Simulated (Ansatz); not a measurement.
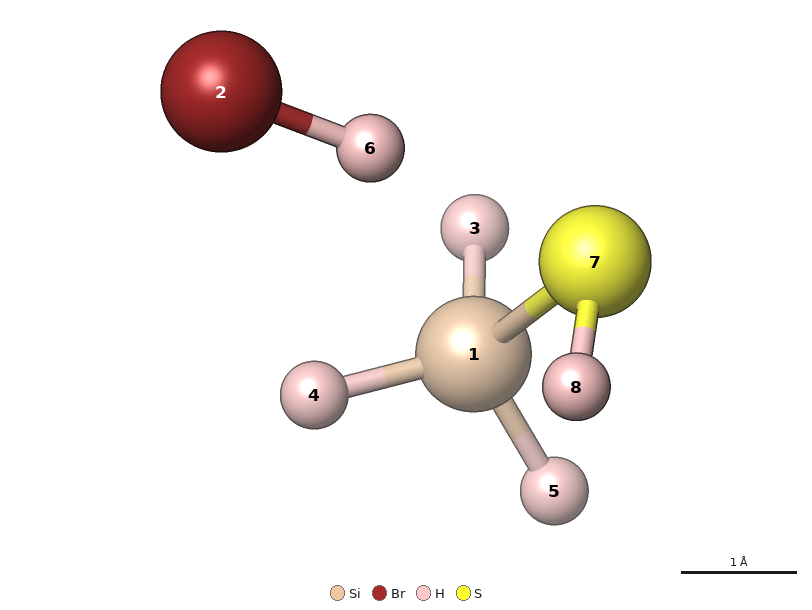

Orthographic view. Atoms fade into the background with distance from the viewer. Computed geometry: PBE0-D4/def2-TZVP optimisation.

List the bonded neighbours of every atom.

Si1: H3, H4, H5, S7
Br2: H6
H3: Si1
H4: Si1
H5: Si1
H6: Br2
S7: Si1, H8
H8: S7
